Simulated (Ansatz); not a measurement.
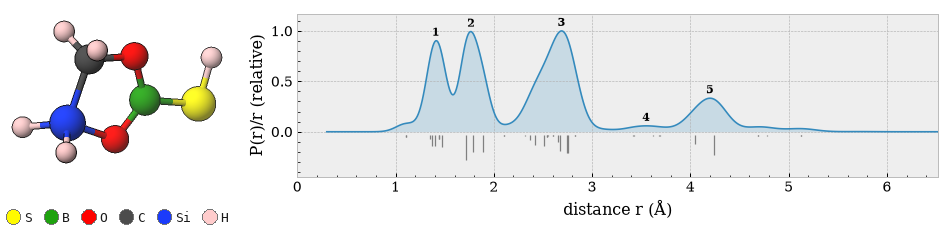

Simulated gas electron diffraction: radial distribution curve of CH₅BO₂SSi. Each pair of atoms contributes with weight ZᵢZⱼ/r (bars below the curve); damping constant 0.002 Å²; vibrational amplitudes assumed, not computed: 0.05 Å for bonds, 0.078 Å for bonds to H, 0.06 + 0.015 r up to 0.15 Å for other pairs. The geometry is the end point of an optimisation (Ansatz 0.2.0, RKS PBE0-D4/STO-3G); it may be a saddle point or a higher isomer. SMILES: SB1OC[SiH2]O1.

**Read the positions of the numbered peaks and name the main pairs (– for bonds).**

Peak 1, 1.41 Å: S–H 1.35 Å, O–B 1.37–1.40 Å (×2), Si–H 1.45 Å (×2), O–C 1.47 Å, not resolved
Peak 2, 1.77 Å: Si–O 1.72 Å, S–B 1.79 Å, Si–C 1.89 Å, not resolved
Peak 3, 2.69 Å: Si···B 2.51 Å, O···C 2.65 Å, Si···O 2.67 Å, S···O 2.74–2.75 Å (×2), not resolved; in its flanks O···O 2.42 Å
Peak 4, 3.55 Å: O···H 3.42–3.69 Å (×5), B···H 3.51 Å (×2), not resolved
Peak 5, 4.20 Å: S···C 4.05 Å, S···Si 4.24 Å, not resolved
